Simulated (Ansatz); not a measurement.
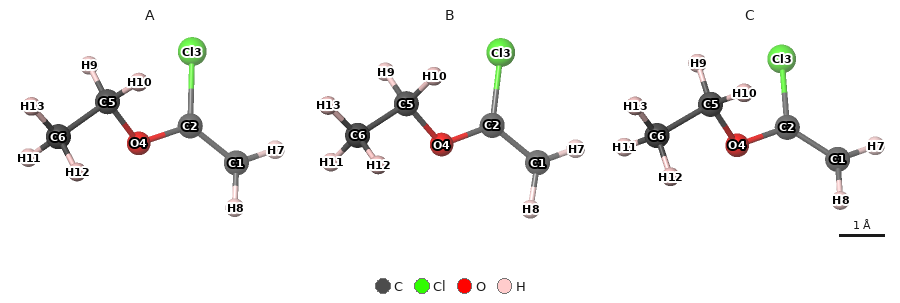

3 geometries from one relaxation of C4H7ClO, in shuffled order. Style: ball-and-stick. Shown at a tilt.

The run prepares an end point of a later path (hydrogen shift) calculation, from a guessed geometry.

Theory: RKS PBE/6-31G* (Ansatz 0.2.0). (no spin polarisation; force threshold 0.02 eV/Å; at most 50 steps)

Question: Put them in the order of the run, from the start to the converged end.

Answer: B, A, C. They are steps 0, 4, 13, at +7.75 kcal/mol, +0.39 kcal/mol relative to the last. Cl3 moves most after the best rigid fit: 0.78 Å. Largest moves by element: Cl 0.78 Å, H 0.57 Å, C 0.20 Å, O 0.15 Å. Near-neighbour distances that change, for instance: C2–Cl3 1.704 → 1.790 Å, C1–H7 1.033 → 1.090 Å, O4–C5 1.404 → 1.453 Å, C6–H11 1.069 → 1.102 Å. Among the angles between lasting bonds that change: Cl3–C2–O4 120.8° → 115.7°, C5–C6–H13 114.5° → 109.8°, C2–C1–H8 114.5° → 119.0°. Groups turn about C2–O4 by about 30°. After 12 accepted moves (13 points after the start) the energy has fallen by 7.75 kcal/mol. The largest force component goes from 2.9 to 0.0043 eV/Å. The line search rejected the trial step at point 12 of the run. The run took 35 s on 2 threads of Arm Neoverse V2 (shared host), peak memory 0.15 GiB.
